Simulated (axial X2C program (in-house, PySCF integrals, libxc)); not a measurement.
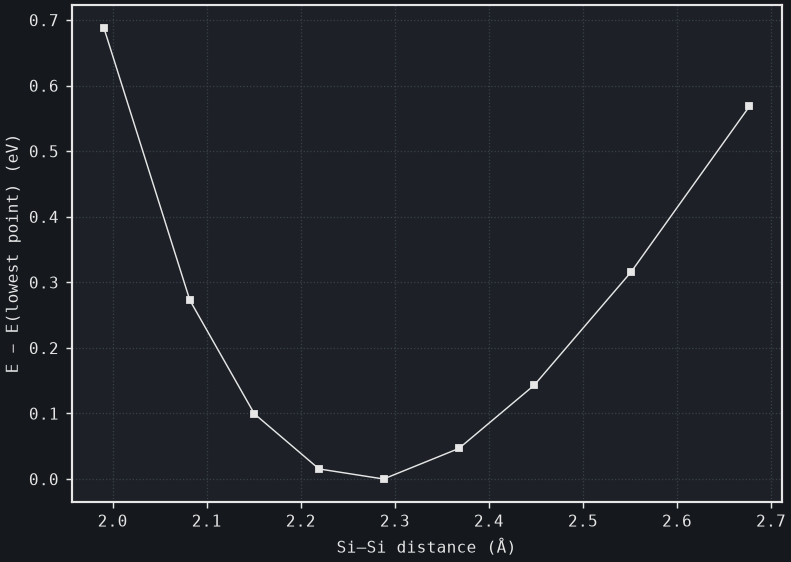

Figure 1. Energy at 9 bond lengths, for one set of occupations held fixed; the line joins the points. A polynomial of degree 6 through 9 points gives rₑ = 2.271 Å, ωₑ = 477.4 cm⁻¹, ωₑxₑ = 2.2 cm⁻¹ and Bₑ = 0.2336 cm⁻¹. The minimum lies 3.35 eV below Si + Si⁺, each computed as one determinant at the same level.

## Si₂⁺: relativistic diatomic calculation

System: Si₂⁺, single determinant with M_S = 1/2 and |Λ| = 0 (not the lowest found).
Method: PBE0, spin-free X2C-1e, Si dyall-v3z (cores contracted) (axial X2C program (in-house, PySCF integrals, libxc)).

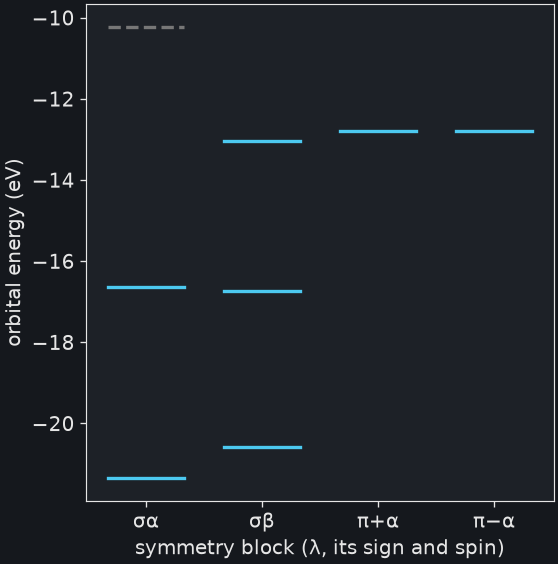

Figure 2. Orbital energies near the frontier at 2.29 Å, filled (solid) and empty (dashed); a label such as π−α means λ = −1 and α spin. The highest filled orbital (π+α; 46 % Si p, 46 % Si p) lies at −12.79 eV, the lowest empty one (σα; 42 % Si p, 42 % Si p) at −10.22 eV.

These pictures come from the run below.

### Input
```
{"zs": [14, 14], "q": 1, "bas": ["dyall-v3z", "dyall-v3z"], "levels": ["PBE0", "HF", "LDA"], "cc": true, "r0": 2.32, "thr": -2.0, "nmax": 90, "npts": 10, "nst": 2, "ntry": 6}
```

The line is the task of a batch: nuclear charges, charge, bases, the levels to run, a first guess of the distance and further settings. This report covers PBE0 without spin-orbit coupling. The log is that of the reference distance 2.288 Å.

Launched within a batch (the task file carries these settings):
```bash
python <driver script> task.json out
```

### Log
```
spin-free X2C-1e  PBE0
basis functions 92  fitting functions 598  grid points 4360
iter        total energy     max residual
   1       -579.168378338     1.14e+00
   2       -579.557326263     1.23e-02
   3       -579.557911769     2.49e-03
   4       -579.558027144     2.58e-04
   5       -579.558028241     3.55e-05
   6       -579.558028251     1.54e-05
   7       -579.558028254     2.62e-06
   8       -579.558028254     5.21e-07
converged
one-electron -886.60754591  Coulomb 303.05500591  exact exchange -10.12144149  xc functional -31.21566098  nuclear repulsion 45.33161422
```

### The points of the curve

| R (Å) | E (hartree) | dipole (D; origin at the first atom, positive when the second is positive) | highest filled (eV) | lowest empty (eV) |
| --- | --- | --- | --- | --- |
| 1.991 | −579.532735 | 4.78 | −13.14 | −10.34 |
| 2.082 | −579.548014 | 5.00 | −13.14 | −10.26 |
| 2.151 | −579.554377 | 5.17 | −13.12 | −10.25 |
| 2.219 | −579.557464 | 5.33 | −12.99 | −10.24 |
| 2.288 | −579.558028 | 5.49 | −12.79 | −10.22 |
| 2.368 | −579.556316 | 5.69 | −12.58 | −10.19 |
| 2.448 | −579.552769 | 5.88 | −12.38 | −10.15 |
| 2.551 | −579.546432 | 6.13 | −12.15 | −10.09 |
| 2.677 | −579.537143 | 6.43 | −11.89 | −9.99 |

### Key numbers

- outcome: converged
- bond length rₑ: 2.271 Å
- ωₑ: 477.4 cm⁻¹
- energy at the minimum: −579.55809 hartree
- depth below the fragments: 3.35 eV
- largest ⟨S²⟩ along the curve: 1.79
- hardware: 1 thread of Intel Xeon (Granite Rapids), 64 GiB of memory available, shared host
- wall time: 1.3 s
- peak memory: 0.4 GiB

### Remarks

⟨S²⟩ reaches 1.79 where a pure state of this multiplicity has 0.75, so the determinant is spin-contaminated. Caveats: 9 of the 10 points asked for were kept.
